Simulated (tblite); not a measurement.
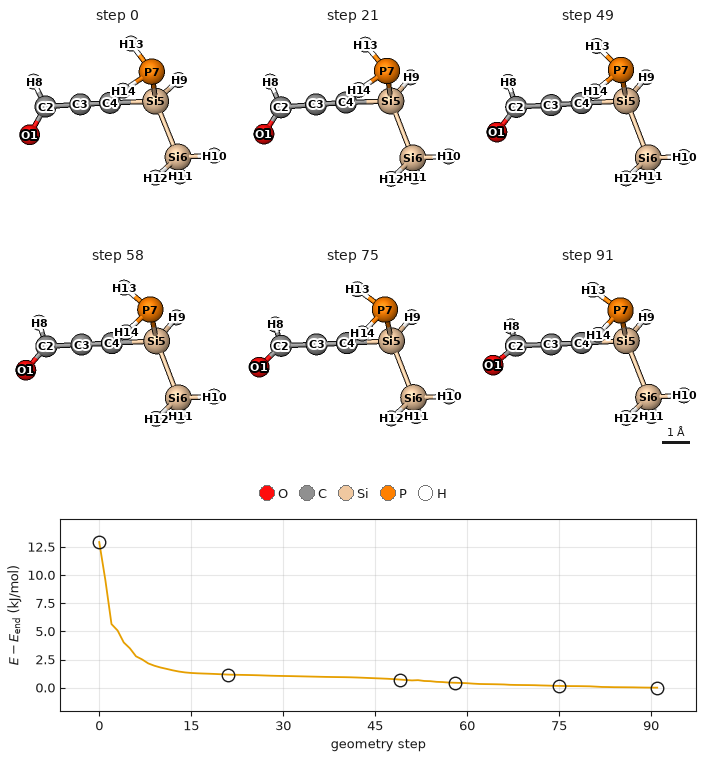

Frames of a relaxation of C₃H₇OPSi₂, marked on the history of the run. The picture is a ball-and-stick view, seen at a tilt.

These are results of GFN2-xTB geometry optimisation, gas phase (tblite), not measurements. 

> Describe the path.

Over 91 geometry steps the energy falls by 12.9 kJ/mol. The largest move after the best rigid fit is that of O1, 0.67 Å. Largest moves by element: O 0.67 Å, H 0.55 Å, C 0.10 Å, P 0.07 Å, Si 0.05 Å. Near-neighbour distances that change, for instance: Si5–P7 2.220 → 2.259 Å, P7–H14 1.417 → 1.383 Å, Si5–Si6 2.299 → 2.329 Å, O1–C2 1.227 → 1.204 Å. Among the angles between lasting bonds that change: Si6–Si5–H9 111.0° → 118.0°, C4–Si5–H9 108.8° → 104.0°, O1–C2–C3 121.3° → 125.7°. The run took 1.2 s on 1 thread of Arm Neoverse N1 (shared host). From step 0 to 21: H9 moves most (0.15 Å), energy −11.8 kJ/mol. From step 21 to 49: O1 moves most (0.18 Å), energy −0.44 kJ/mol. From step 49 to 58: O1 moves most (0.15 Å), energy −0.29 kJ/mol. From step 58 to 75: O1 moves most (0.20 Å), energy −0.28 kJ/mol. From step 75 to 91: H8 moves most (0.12 Å), energy −0.16 kJ/mol.

| step | E − E(0), kJ/mol |
| --- | --- |
| 0 | 0.00 |
| 1 | -3.38 |
| 2 | -7.28 |
| 3 | -7.86 |
| 4 | -8.91 |
| 5 | -9.43 |
| 6 | -10.15 |
| 7 | -10.42 |
| 8 | -10.77 |
| 9 | -10.98 |
| 10 | -11.14 |
| 14 | -11.57 |
| 19 | -11.71 |
| 23 | -11.79 |
| 27 | -11.85 |
| 31 | -11.90 |
| 36 | -11.96 |
| 40 | -12.00 |
| 44 | -12.07 |
| 48 | -12.17 |
| 53 | -12.33 |
| 57 | -12.47 |
| 61 | -12.57 |
| 65 | -12.63 |
| 70 | -12.70 |
| 74 | -12.76 |
| 78 | -12.79 |
| 82 | -12.87 |
| 87 | -12.90 |
| 91 | -12.93 |
